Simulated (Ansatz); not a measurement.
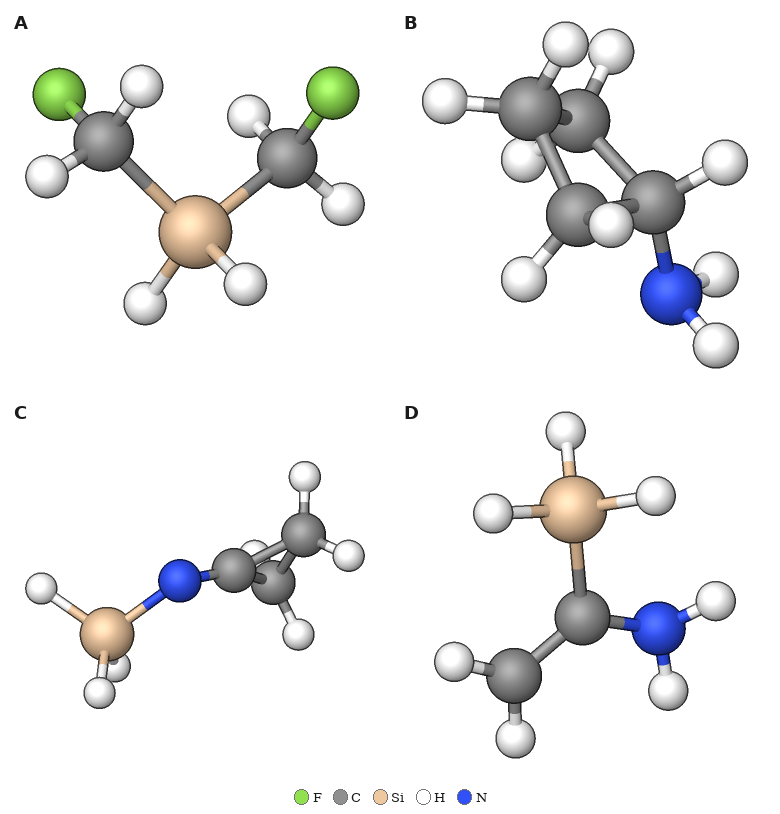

(Drawn from a calculation with Ansatz.)

Q: Match each picture to its SMILES.
(1) [SiH3]N=C1CC1
(2) C=C(N)[SiH3]
(3) NC1CCC1
(4) FC[SiH2]CF

A: A is (4), B is (3), C is (1), D is (2).
